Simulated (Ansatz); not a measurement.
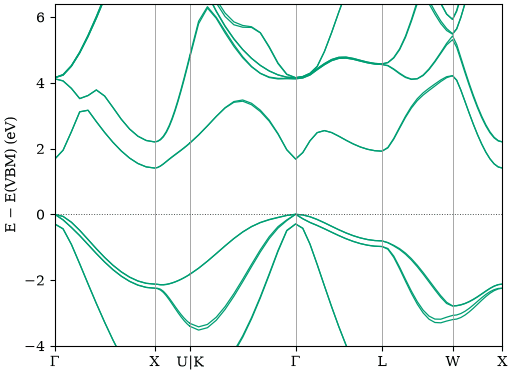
Fig. 1. Band structure from PBE with spin–orbit coupling (plane waves, PAW; program Ansatz)

**Question.** Read off the gap and where the band edges lie.

**Answer.** About 1.4 eV (1.41 eV by a search for the band edges); maximum at Γ, minimum at X.

The material is AlAs (zinc blende, space group No. 216).

Space group F-43m (zinc blende). The cell was relaxed with PBE under the symmetry of its start; phonons on a q-mesh show no instability.

Potentials: the later of the program's two PAW sets.
